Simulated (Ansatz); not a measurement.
The figure comes from a scan of BN (zinc blende): one N atom of a 2-atom cell moves by s along Cartesian x, with its periodic images. The numbers are results of PBEsol (plane waves to 420 eV, PAW, scalar-relativistic; Ansatz, an electronic-structure program), not measurements. k mesh 13×13×13 (Γ-centred), Fermi-Dirac smearing 0.05 eV. The energy includes the smearing's −TS. BN was relaxed with its symmetry unable to fall. The zero of ΔE is the undisplaced structure.

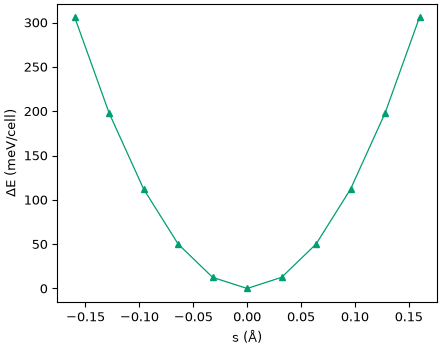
Figure: ΔE (meV/cell) against s (Å); one marker a computed point.

### Question
Read the plotted values off the figure, to the accuracy that the plot allows.

### Answer
To the nearest 5:

```tsv
s (Å)	ΔE (meV/cell)
-0.160	305
-0.128	200
-0.096	110
-0.064	50
-0.032	15
0.000	0
0.032	15
0.064	50
0.096	110
0.128	200
0.160	305
```

(A displaced cell: forces are minus the slopes of the energy, force constants its curvatures, and phonons follow from these.)
